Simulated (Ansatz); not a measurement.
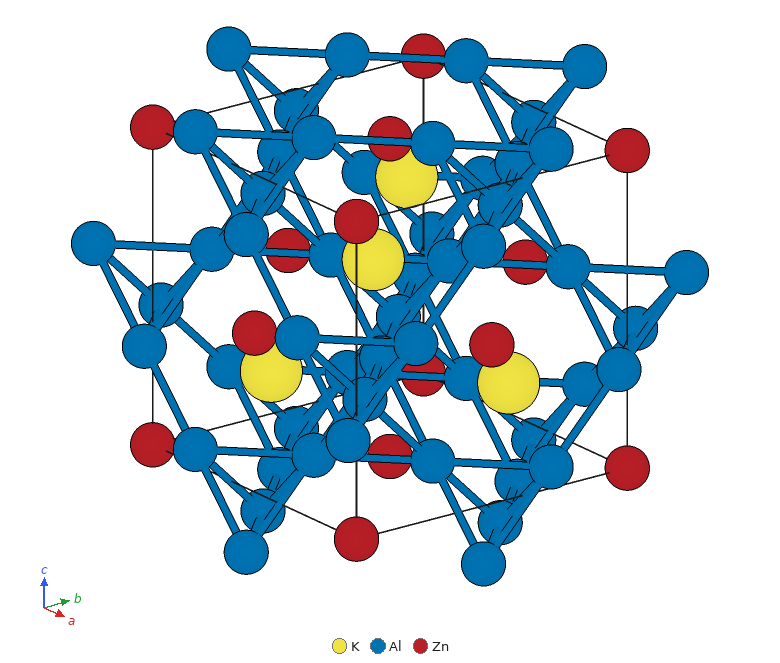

KAl4Zn (space group F-43m, No. 216): the geometry relaxed with DFT PBE, scalar-relativistic, plane waves, PAW in Ansatz 0.2.0; the starting structure was generated, so it need not be a known form of this composition.

Bonds are taken as Al–Al below 3.2 Å; K is left out of the net, as the electropositive filling of the structure; no other contact counts. Atoms with one bond or none are removed and atoms with two bonds are replaced by edges, until no such atom is left.

### What kind of net remains, and which atoms are its nodes?

A uninodal 6-connected, three-periodic net: Al is a 6-connected node. Zn drops out.

### Does the net have a name?

It is the crs net, known from the B net of the cubic Laves phase and of pyrochlore.

### Is the net interpenetrated?

It is a single net, without interpenetration.

### How many nodes does the smallest cycle have?

Three.
